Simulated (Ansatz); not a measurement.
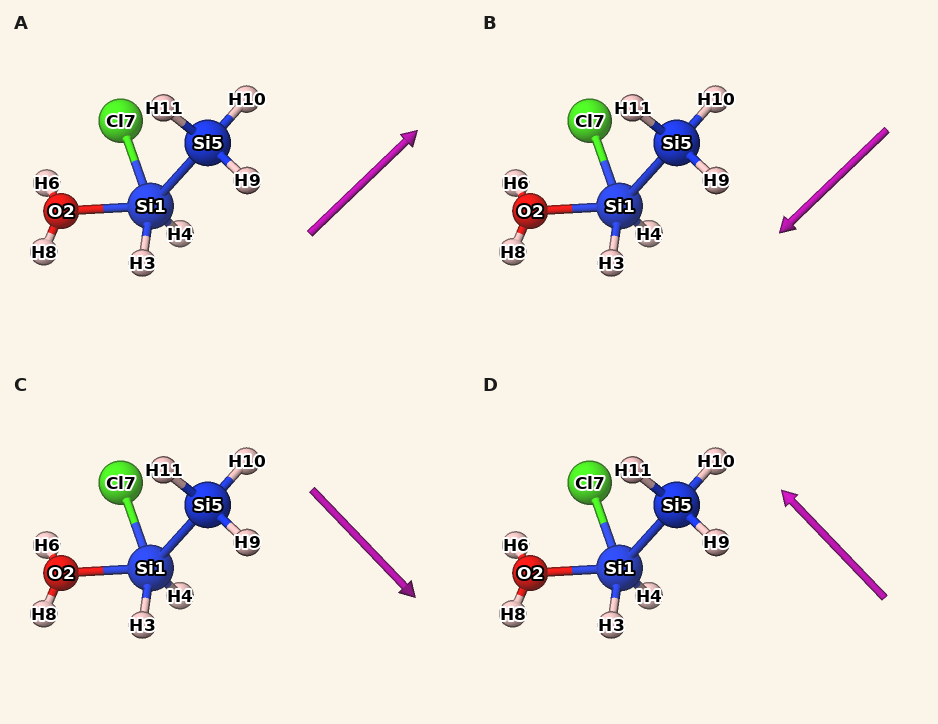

The same molecule four times, each with an arrow. Computed geometry: PBE0-D4/def2-TZVP saddle-point search. Method: RKS PBE0-D4/def2-TZVP (Ansatz 0.2.0).

> Which arrow points along the dipole moment, from the negative to the positive end?

B. The dipole moment is 4.36 D; it points from the side of H10 to the side of H8 (the outermost atoms at the two ends).
